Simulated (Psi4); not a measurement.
**SiH2O2F2 (SMILES O[Si](O)(F)F): HF/3-21G**

What is the energy change on altering one bond length of SiH2O2F2 at HF/3-21G? 

The results are computed with Psi4 1.11.

2 further runs of the same task are left out: 2 set aside as unsound or not needed.

**1. The system as given**

The species is SiH2O2F2 (7 atoms), meant as a singlet with charge 0. As SMILES, `O[Si](O)(F)F`. Geometry: relaxed at PBE0-D4/def2-TZVP. This is one conformer, not always the lowest.

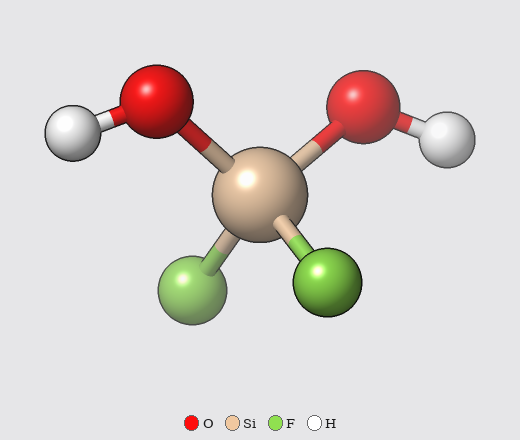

Viewed from a chosen angle; oxygen red, silicon light orange, fluorine green, hydrogen white.

**2. Energy and gradient at HF/3-21G**

input.in reads:

```
memory 2200 MB

molecule m {
  0 1
  O
  Si 1 1.609307
  O 2 1.609283 1 107.33654
  F 2 1.582858 3 110.12256 1 -122.45164
  F 2 1.582839 4 104.8519 3 120.94929
  H 1 0.957413 2 118.90297 5 32.84496
  H 3 0.9573 2 118.91056 5 -83.57528
  symmetry c1
}

set {
  basis 3-21G
  puream true
  e_convergence 1e-09
  d_convergence 1e-08
  scf_type pk
}

E, wfn = gradient('scf', return_wfn=True)
oeprop(wfn, 'MAYER_INDICES', 'LOWDIN_CHARGES', 'WIBERG_LOWDIN_INDICES')
print_variables()
```

Started as:

```sh
$ psi4 input.in input.out -n 1
```

input.out:

```text
[...]
  Running in c1 symmetry.
[...]
  Nuclear repulsion =  270.470007934014006
[...]
  Multiplicity = 1
[...]
  Nalpha       = 25
  Nbeta        = 25
[...]
    Number of basis functions: 53
[...]
   @RHF iter   1:  -635.35861530131251   -1.02985e+00   1.14134e-02 ADIIS/DIIS
[...]
   @RHF iter  10:  -635.49834864011314   -6.25278e-12   6.23011e-09 DIIS
[...]
    Orbital Energies [Eh]
    ---------------------
    Doubly Occupied:
       1A    -68.475038     2A    -26.169412     3A    -26.168861
       4A    -20.480139     5A    -20.479777     6A     -6.260227
       7A     -4.359009     8A     -4.358245     9A     -4.358008
      10A     -1.616900    11A     -1.590162    12A     -1.389977
      13A     -1.367114    14A     -0.820067    15A     -0.742647
      16A     -0.719460    17A     -0.705509    18A     -0.669955
      19A     -0.666420    20A     -0.649300    21A     -0.637238
      22A     -0.558053    23A     -0.555255    24A     -0.543659
      25A     -0.532758
[...]
  @RHF Final Energy:  -635.49834864011314
   => Energetics <=
    Nuclear Repulsion Energy =            270.4700079340140064
    One-Electron Energy =               -1422.1903338939505375
    Two-Electron Energy =                 516.2219773198232815
    Total Energy =                       -635.4983486401131358
[...]
 Multipole Moments:
 ------------------------------------------------------------------------------------
     Multipole            Electronic (a.u.)      Nuclear  (a.u.)        Total (a.u.)
 ------------------------------------------------------------------------------------
 L = 1.  Multiply by 2.5417464519 to convert [e a0] to [Debye]
 Dipole X            :         -0.0000140            0.0000218            0.0000078
 Dipole Y            :          2.6935087           -2.4029681            0.2905406
 Dipole Z            :          1.9810412           -1.7672417            0.2137994
 Magnitude           :                                                    0.3607271
[...]
  -Total Gradient:
     Atom            X                  Y                   Z
    ------   -----------------  -----------------  -----------------
       1        0.004139454049    -0.015019427618     0.011382881509
       2       -0.000022577159     0.013074537350     0.009634190688
       3       -0.004085943072     0.006370590538    -0.017628858298
       4       -0.013270743304    -0.008952392415    -0.008206085676
       5        0.013282574717    -0.010499570974    -0.006107952359
       6       -0.000059290667     0.000651003382     0.014828223683
       7        0.000016525434     0.014375259735    -0.003902399546
[...]
```

Run time: 1.6 s. Hardware: 1 thread of Intel Xeon 6975P-C (Granite Rapids), shared host; peak memory 0.19 GiB.

**3. The distorted shape, same level**

f2h2o2si.inp reads:

```
memory 2.2 GB

molecule {
  O
  Si 1 r2
  O 2 r3 1 a3
  F 2 r4 3 a4 1 d4
  F 2 r5 4 a5 3 d5
  H 1 r6 2 a6 5 d6
  H 3 r7 2 a7 5 d7

  r2 = 1.609307
  r3 = 1.609283
  a3 = 107.33654
  r4 = 1.582858
  a4 = 110.12256
  d4 = -122.45164
  r5 = 1.582839
  a5 = 104.8519
  d5 = 120.94929
  r6 = 1.2446
  a6 = 118.90297
  d6 = 32.84495
  r7 = 0.9573
  a7 = 118.91056
  d7 = -83.57528
  units angstrom
  symmetry c1
}

set globals {
  basis         3-21G
  puream        true
  e_convergence 1e-09
  d_convergence 1e-08
  scf_type      pk
}

E, wfn = gradient("scf", return_wfn=True)
print_variables()
```

Started as:

```sh
$ psi4 -n 1 f2h2o2si.inp f2h2o2si.out
```

f2h2o2si.out:

```text
[...]
  Running in c1 symmetry.
[...]
  Nuclear repulsion =  268.897863708734633
[...]
  Multiplicity = 1
[...]
  Nalpha       = 25
  Nbeta        = 25
[...]
    Number of basis functions: 53
[...]
   @RHF iter   1:  -635.29590782257742   -1.20307e+00   1.16573e-02 ADIIS/DIIS
[...]
   @RHF iter  12:  -635.45248912895522   -2.16005e-12   5.05507e-09 DIIS
[...]
    Orbital Energies [Eh]
    ---------------------
    Doubly Occupied:
       1A    -68.469694     2A    -26.165493     3A    -26.164364
       4A    -20.492733     5A    -20.478563     6A     -6.255480
       7A     -4.354099     8A     -4.353463     9A     -4.353292
      10A     -1.612849    11A     -1.586235    12A     -1.380435
      13A     -1.324938    14A     -0.800026    15A     -0.734027
      16A     -0.704331    17A     -0.692992    18A     -0.663483
      19A     -0.645831    20A     -0.634441    21A     -0.626365
      22A     -0.554957    23A     -0.544413    24A     -0.534551
      25A     -0.523770
[...]
  @RHF Final Energy:  -635.45248912895522
   => Energetics <=
    Nuclear Repulsion Energy =            268.8978637087346328
    One-Electron Energy =               -1419.3990563511656546
    Two-Electron Energy =                 515.0487035134758571
    Total Energy =                       -635.4524891289552215
[...]
 Multipole Moments:
 ------------------------------------------------------------------------------------
     Multipole            Electronic (a.u.)      Nuclear  (a.u.)        Total (a.u.)
 ------------------------------------------------------------------------------------
 L = 1.  Multiply by 2.5417464519 to convert [e a0] to [Debye]
 Dipole X            :          0.0608245           -0.0984139           -0.0375894
 Dipole Y            :          2.5585015           -2.1888689            0.3696327
 Dipole Z            :          2.0288176           -1.8973401            0.1314775
 Magnitude           :                                                    0.3941162
[...]
  -Total Gradient:
     Atom            X                  Y                   Z
    ------   -----------------  -----------------  -----------------
       1        0.048762858756    -0.111822704915     0.093112282788
       2        0.003859033204     0.003874719098     0.007681754188
       3       -0.003980231858     0.007134171897    -0.017442015532
       4       -0.013570705939    -0.008648180538    -0.008773144315
       5        0.013632618137    -0.010278746942    -0.007662884995
       6       -0.048494139145     0.105430311714    -0.062920609071
       7       -0.000209433157     0.014310429685    -0.003995383062
[...]
```

Run time: 1.7 s. Hardware: 1 thread of Intel Xeon 6975P-C (Granite Rapids), shared host; peak memory 0.19 GiB.

**4. Summary of results**

Level: HF/3-21G.

| quantity | value |
| --- | --- |
| first shape: total energy | -635.49835 Eh |
| first shape: dipole moment | 0.92 D |
| first shape: HOMO energy | -14.50 eV |
| first shape: LUMO energy | 5.12 eV |
| first shape: HOMO–LUMO gap | 19.61 eV |
| first shape: largest force on an atom | 0.992 eV/Å |
| distorted shape: total energy | -635.45249 Eh |
| distorted shape: dipole moment | 1.00 D |
| distorted shape: HOMO energy | -14.25 eV |
| distorted shape: LUMO energy | 3.61 eV |
| distorted shape: HOMO–LUMO gap | 17.86 eV |
| distorted shape: largest force on an atom | 7.892 eV/Å |
| energy change with the O1–H6 bond stretched from 0.957 to 1.245 Å | 1.248 eV |

**Reading.** With the O1–H6 bond stretched from 0.957 to 1.245 Å the energy rises by 1.25 eV (120 kJ/mol). The first shape isn't relaxed at this level, so the change isn't measured from a minimum. The largest force (first shape) is 0.99 eV/Å: the shape isn't a stationary point for this species at this level.
